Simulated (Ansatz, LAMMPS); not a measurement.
# Li+ PF6- in dimethoxyethane and ethylene carbonate, from a frame at 400 K (198 atoms): geometry optimisation, part 3 of 3

Wanted: the relaxed structure of Li+ PF6- in dimethoxyethane and ethylene carbonate, from a frame at 400 K (198 atoms) and its electronic structure.

Ansatz 0.2.0; Kohn-Sham DFT, PBE+D3(BJ), PAW (set soft_2), plane waves.

The cell: 45 C, 33 O, 88 H, 4 P, 24 F and 4 Li. The network of contacts between molecules at the start is that of the classical potential that made the cell. The density was typed from a rule of thumb and may lie off the real one at this temperature. Sampling is at Γ alone, for a cell whose shortest periodic width is 13 Å.

So far. Step 4 (Relaxation): The relaxation changed the energy by -68.1 meV/atom, and atoms moved by 1.4 Å r.m.s., 3.4 Å at most.

### Step 6. Single point at the relaxed geometry

The electronic structure is read at the final geometry, in a run of its own.

Input file input.yaml:

```yaml
crystal:
  lattice:
    - [13.14569, 0.0, 0.0]
    - [0.0, 13.14569, 0.0]
    - [0.0, 0.0, 13.14569]
  atoms:
    - { symbol: C, position: [0.73635, 0.55556, 0.89199] }
    - { symbol: O, position: [0.82889, 0.50843, 0.92526] }
    - { symbol: C, position: [0.83326, 0.49991, 0.0337] }
    - { symbol: C, position: [0.92254, 0.43265, 0.05901] }
    - { symbol: O, position: [0.01072, 0.47453, 0.0106] }
    - { symbol: C, position: [0.1015, 0.42283, 0.04147] }
    - { symbol: H, position: [0.73135, 0.63407, 0.92056] }
    - { symbol: H, position: [0.67052, 0.51119, 0.91844] }
    - { symbol: H, position: [0.73817, 0.55586, 0.80884] }
    - { symbol: H, position: [0.84205, 0.57641, 0.06737] }
    - { symbol: H, position: [0.76323, 0.46457, 0.0632] }
    - { symbol: H, position: [0.93375, 0.42915, 0.14214] }
    - { symbol: H, position: [0.90961, 0.35435, 0.03149] }
    - { symbol: H, position: [0.16426, 0.45747, 0.99917] }
    - { symbol: H, position: [0.09769, 0.34121, 0.02343] }
    - { symbol: H, position: [0.11367, 0.43134, 0.12388] }
    - { symbol: C, position: [0.50526, 0.04433, 0.7369] }
    - { symbol: O, position: [0.58715, 0.11268, 0.75863] }
    - { symbol: C, position: [0.67667, 0.0625, 0.79603] }
    - { symbol: C, position: [0.75138, 0.14483, 0.82545] }
    - { symbol: O, position: [0.76017, 0.21298, 0.7409] }
    - { symbol: C, position: [0.8332, 0.29163, 0.75736] }
    - { symbol: H, position: [0.52642, 0.99035, 0.6767] }
    - { symbol: H, position: [0.4413, 0.0904, 0.71021] }
    - { symbol: H, position: [0.48264, 0.003, 0.80616] }
    - { symbol: H, position: [0.65834, 0.01533, 0.86273] }
    - { symbol: H, position: [0.70833, 0.01306, 0.73626] }
    - { symbol: H, position: [0.72466, 0.18709, 0.89289] }
    - { symbol: H, position: [0.82558, 0.11009, 0.84337] }
    - { symbol: H, position: [0.8154, 0.33566, 0.82639] }
    - { symbol: H, position: [0.83039, 0.34253, 0.6915] }
    - { symbol: H, position: [0.90999, 0.25862, 0.76417] }
    [... 160 atom lines left out ...]
    - { symbol: F, position: [0.17891, 0.85949, 0.55339] }
    - { symbol: F, position: [0.23785, 0.94781, 0.41259] }
    - { symbol: Li, position: [0.48786, 0.80292, 0.11608] }
    - { symbol: Li, position: [0.97458, 0.55286, 0.87435] }
    - { symbol: Li, position: [0.0243, 0.52663, 0.37476] }
    - { symbol: Li, position: [0.63813, 0.21186, 0.65468] }
kpoints:
  mp_grid: { grid: [1, 1, 1] }
hamiltonian:
  xc: pbe
  dispersion: d3bj
scf:
  occupations: { method: fixed }
output:
  forces: true
  stress: true
  populations: true
  dos:
    method: { smearing: { sigma: 0.08 } }
    de: 0.1
    projected: { site_lists: { C: [C], F: [F], H: [H], Li: [Li], O: [O] } }
  eigenvalues: true
  write_density: true
  write_potential: true
  volumetric_format: npy
  elf: true
```

Launch:

```console
ansatz run input.yaml --threads 4 --pin off --max-ram 8192MiB --backend cpu --events-out ev --progress --plain --runs-dir out
```

Numbers of over 12 decimals in the logs are rounded to 6 here.

Output:

```text
[...]
Crystal: 198 atoms, lattice volume = 2271.696 Å³
Basis set: ecut = 420 eV, 44299 PW (Γ), exchange–correlation on 180×180×180 points (8 copies of the dense FFT grid, shifted against one another)
Bands: 531, of which v1, the nominal top of the filled ones, is band 333 counted from 1 (332 counted from 0)
Symmetry: 1 space group operations
[...]
k-points: 1
[...]
SCF iter   1: F=—  HF=-54679.644226 eV  |F-HF|=—  |Δ(HF+E_count)|=         —  Δρ=4.97e-3  dr2=6.37e-1  ethr=1.77e-3  ⟨swp⟩=5.0  Hψ=2044  notcnv=0  defer=194
[...]
SCF iter  10: F=-54679.472783 eV  HF=-54679.472783 eV  |F-HF|=2.51e-8  |Δ(HF+E_count)|=   7.77e-8  Δρ=1.76e-6  dr2=7.63e-8  ethr=1.50e-11  ⟨swp⟩=25.0  Hψ=5808  notcnv=0
SCF 1 converged in 10 iterations: F = -54679.472783 eV  dr2 = 7.63e-8
[...]
WARN: The input density's exchange-correlation potential varies sharply where the density is thin. Do not read a vacuum level from v_tot or v_xc, or from such a field of the output density. On a cell that repeats whose density bears no net charge and no dipole along the vacuum's axis use v_es (v_loc + v_h of the components); [...]
SCF converged after 10 iterations
Free energy (F): -54679.472783 eV
[...]
Internal energy: -54679.472783 eV  (E = F + TS)
E sigma→0 (E₀):  -54679.472783 eV
Fermi energy:    -0.941754 eV
[...]
--- Forces (eV/Å), atoms counted from 1 ---
  atom   1  C      0.00171606    -0.00298951     0.00176611
  atom   2  O      0.00124830     0.00117054    -0.00468313
  atom   3  C      0.00120989    -0.00408448     0.00530774
  atom   4  C     -0.00120551     0.00288945     0.00055167
  atom   5  O      0.00385050    -0.00160346     0.00165483
  atom   6  C     -0.00633976     0.00119877     0.00316544
  atom   7  H     -0.00127690     0.00300996     0.00157734
  atom   8  H     -0.00239266    -0.00031890     0.00134318
  atom   9  H      0.00089283     0.00117180    -0.00481949
  atom  10  H      0.00198174     0.00361940    -0.00175078
  atom  11  H      0.00226337    -0.00078795    -0.00035312
  atom  12  H      0.00024697    -0.00111752     0.00137971
  atom  13  H     -0.00082726    -0.00108887    -0.00093297
  atom  14  H      0.00062279     0.00089558     0.00016317
[...]
atom 197  Li     0.00134359    -0.00224434    -0.00164435
  atom 198  Li     0.00326540     0.00125271     0.00050906
  max |Σ_I F_I| component: 1.37e-4 eV/Å
--- Stress (GPa, compression-positive) ---
       -0.286869       0.092862      -0.069221
        0.092863      -0.341580       0.078335
       -0.069221       0.078334      -0.345503
  P = ⅓ Tr σ = -0.3247 GPa (-3.247 kbar)
--- Band table (eV) ---
[...]
--- Löwdin populations: 198 sites ---
  site symbol       q [e]
     0      C      4.2347
     1      O      6.3606
     2      C      4.0625
[...]
197     Li      2.2210
  spilling = 0.012589 (of n_electrons = 666.000000)
```

The job ended after 51 s (4 threads of Arm Neoverse V2, shared host; peak memory 3.3 GiB).

The program notes that the exchange-correlation potential is rough where the density is thin.

Numbers from this run:

```yaml
free_energy: -54679.4728 eV
free_energy_per_atom: -276.1590 eV/atom
scf_cycles: 10
pressure: -0.3247 GPa
r_m_s_force_component: 0.00416 eV/Å
longest_force: 0.03329 eV/Å
fermi_energy: -0.9418 eV
spacing_of_highest_filled_and_lowest_empty_level: 5.168 eV
spilling_of_the_projection: 0.01259
```

Löwdin charges by element (they lack the spilled electrons, 0.042 e an atom on average):

```tsv
element	coordination	atoms	mean charge (e)	spread	least	most
C	all	45	0.0141	0.311	-0.235	0.729
F	all	24	-0.473	0.0091	-0.497	-0.458
H	all	88	0.200	0.0192	0.162	0.245
Li	all	4	0.766	0.0089	0.757	0.779
O	all	33	-0.339	0.064	-0.459	-0.252
P	all	4	2.42	0.0032	2.41	2.42
```

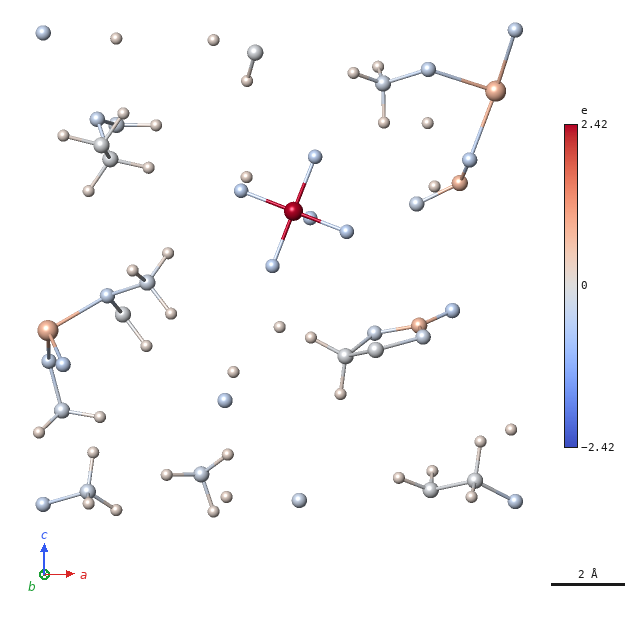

Atoms coloured by Löwdin charge. Drawn is a slice 4 Å thick, seen along the normal of the ac plane. Bonds to atoms that aren't drawn are left out.

Density of states as counts of states in windows of 1 eV (from the Fermi level), total and the larger projections:

```tsv
from (eV)	to (eV)	total	O p	C p	F p	H s
-10	-9	10.8	2.6	2.0	1.6	0.8
-9	-8	18.2	4.7	4.6	0.0	2.8
-8	-7	28.4	5.0	7.2	10.3	1.8
-7	-6	64.7	16.9	22.6	8.3	9.0
-6	-5	53.5	14.5	16.7	13.4	6.3
-5	-4	74.2	16.4	20.6	25.3	8.8
-4	-3	70.0	12.9	16.9	30.2	7.9
-3	-2	76.8	14.5	17.7	33.1	8.9
-2	-1	50.0	31.8	4.7	7.8	4.7
-1	0	27.7	19.8	2.5	0.1	4.8
0	1	0.7	0.5	0.1	0.0	0.1
1	5	0.0	0.0	0.0	0.0	0.0
```

The curve was stored every 0.10 eV, coarse against its broadening of 0.08 eV, so these counts are rough.

With fixed occupations the program's Fermi level is the highest filled level; weight inside the gap is the broadening of levels at its edges.

Between -26 and -10 eV lie 183 more states.

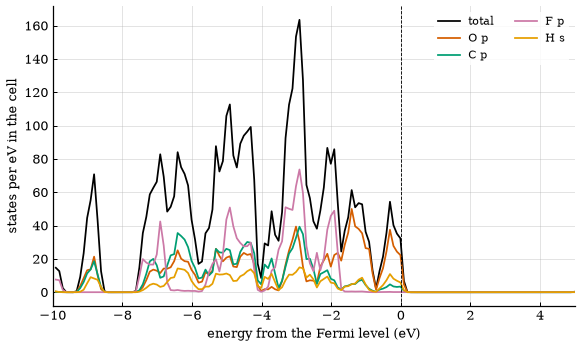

Total and projected density of states, with the broadening of the input.

Not all projections were asked for or kept, so they needn't add up to the total.

The levels nearest the highest filled one (over half full), pooled over k-points and spins:

```tsv
level less the highest filled one (eV)	occupation
-0.232	2
-0.221	2
-0.151	2
-0.0764	2
-0.0353	2
0	2
5.17	0
5.21	0
5.29	0
5.33	0
5.46	0
5.50	0
```

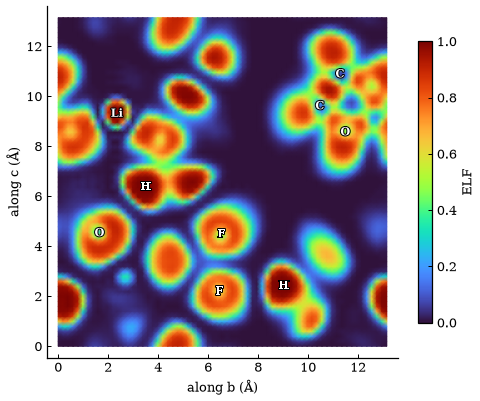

ELF in the bc plane at fractional x = 0.019, with atoms of O and H and C and F and Li within 0.2 Å of it. It is the smooth field of the valence electrons, not physical close to the nuclei. The map starts off the cell's origin, so that atoms lie inside it.

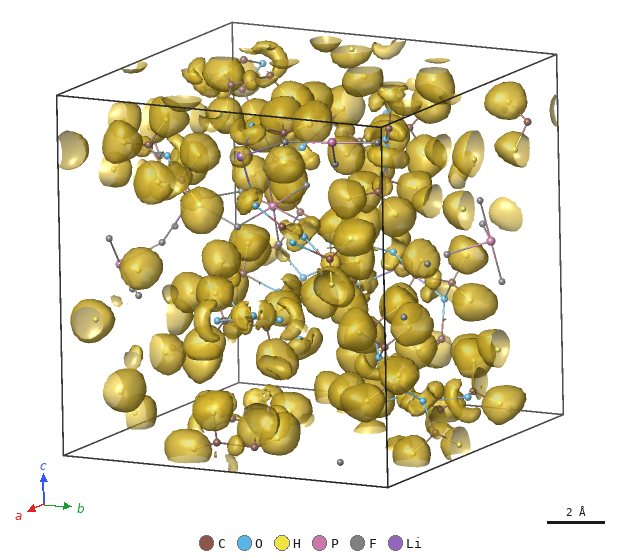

Surface of ELF = 0.85. Bonds to atoms that aren't drawn are left out.

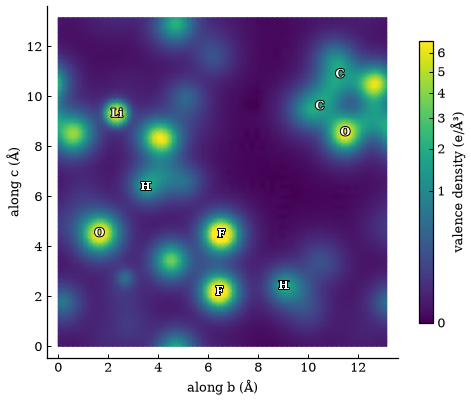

Valence density in the bc plane at fractional x = 0.019, with atoms of O and H and C and F and Li within 0.2 Å of it. It is the smooth field of the valence electrons, not physical close to the nuclei. The map starts off the cell's origin, so that atoms lie inside it. The colour scale is stretched toward low values.

Mean Löwdin charges: C +0.01, F -0.47, H +0.20, Li +0.77, O -0.34, P +2.42 e (they miss 1.3 % of the electrons, so they add up to more than the cell's charge).

The surroundings of F177, picked at random, nearest first, numbered as they follow in the input and with coordinates relative to it.

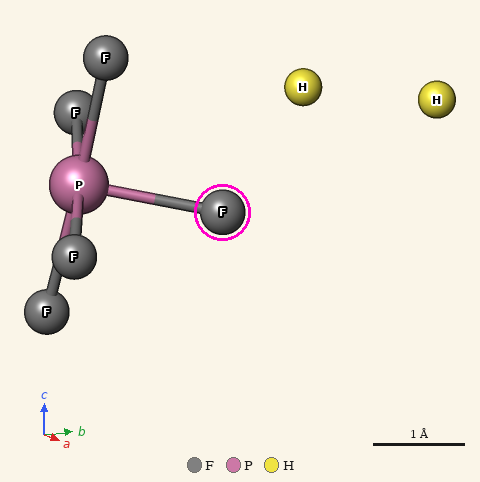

The atoms of the table, within 2.7 Å (arrows a, b, c point along x, y, z); some may hide others; the central atom is ringed.

```tsv
atom	x	y	z	distance (Å)	Löwdin charge (e)
F177	0.00	0.00	0.00	0.00	-0.46
P174	-0.57	-1.48	0.32	1.61	2.41
F175	-1.16	-1.60	-1.19	2.31	-0.47
F178	0.04	-1.42	1.83	2.32	-0.46
F179	0.87	-2.16	-0.20	2.33	-0.48
F176	-1.99	-0.89	0.85	2.34	-0.47
H144	-1.65	1.69	1.00	2.57	0.23
H146	0.68	2.27	1.21	2.66	0.21
```

### Step 7. A run with a doubtful setting

A doubtful change is made on purpose, to see how the program answers.

Input file input.yaml:

```yaml
crystal:
  lattice:
    - [13.14569, 0.0, 0.0]
    - [0.0, 13.14569, 0.0]
    - [0.0, 0.0, 13.14569]
  atoms:
    [... the 198 atom lines of step 3 ...]
kpoints:
  mp_grid: { grid: [1, 1, 1], kspacing: 0.3 }
hamiltonian:
  xc: pbe
  dispersion: d3bj
scf:
  occupations: { method: fixed }
  max_iter: 75
output:
  forces: true
```

Output:

```text
Error: invalid value for `kpoints.mp_grid.kspacing`: mutually exclusive with `grid` — set one or the other
```

It took 0.05 s on 4 threads; peak memory 0.074 GiB.

The program refused the input before any cycle.

The program's message: “Error: invalid value for `kpoints.mp_grid.kspacing`: mutually exclusive with `grid` — set one or the other”

The fault in the input: both a k-mesh and a spacing (kpoints.mp_grid.kspacing = 0.3). The fix is to take out kpoints.mp_grid.kspacing.

### Step 8. With total_charge = -1

Changed here: total_charge = -1.

input.yaml, the sections that differ from step 7:

```yaml
kpoints:
  mp_grid: { grid: [1, 1, 1] }
scf:
  occupations: { method: fixed }
output:
  forces: true
  stress: true
  populations: true
  dos:
    method: { smearing: { sigma: 0.1 } }
    de: 0.1
    projected: { site_lists: { C: [C], F: [F], H: [H], Li: [Li], O: [O] } }
  eigenvalues: true
total_charge: -1
# crystal, hamiltonian: as in step 7
```

Output:

```text
Error: inconsistent input (scf.occupations.method, magnetization): a σ = 0 step fill (method: fixed, or a smearing width below the step floor) cannot realise an odd electron count (667) without a locked total moment — the per-k integer fill puts the same N_el/2 bands in each spin channel; [...]
```

Wall time 0.05 s (4 threads); peak memory 0.075 GiB.

The program refused the input before any cycle.

The program's message: “Error: inconsistent input (scf.occupations.method, magnetization): a σ = 0 step fill (method: fixed, or a smearing width below the step floor) cannot realise an odd electron count (667) without a lock …”

Runs without a result: total_charge = -1 (refused).

### Step 9. Summary of results

| Quantity | Value |
| --- | --- |
| energy change in the relaxation | -68.13 meV/atom |
| r.m.s. displacement | 1.357 Å |
| largest displacement | 3.441 Å |
| free energy per atom | -276.1590 eV/atom |
| pressure | -0.3247 GPa |
| r.m.s. force component | 0.00416 eV/Å |
| gap (highest filled to lowest empty level) | 5.168 eV |
| wall time of the 3 DFT runs | 19 min |

**Reading.** Relaxation lowers the energy by 68.1 meV/atom and moves atoms by 1.4 Å r.m.s.; the r.m.s. force component goes from 1.1 to 0.0042 eV/Å, the pressure goes from 2.4 to -0.32 GPa, and the gap from 3.94 to 5.17 eV. From the first step to the last the energy fell by 13.489 eV, and the largest move was 3.44 Å (H156). Between filled and empty levels lie 5.17 eV (at Γ alone); a semilocal functional tends to put such gaps too low. In a disordered cell it changes from sample to sample and from frame to frame.

What to keep in mind: The network of contacts between molecules at the start is that of the classical potential that made the cell; in DFT atoms moved by 1.4 Å r.m.s.

[Logs are printed without paths, hosts, clocks, repeated set-up lines and the standing remarks that a program may print on its own settings, such as how far it seeks lower states.]

[Hosts, paths, dates, database ids (printed as entryN), source tags and the programs' standing remarks are cut or masked in the printed files.]
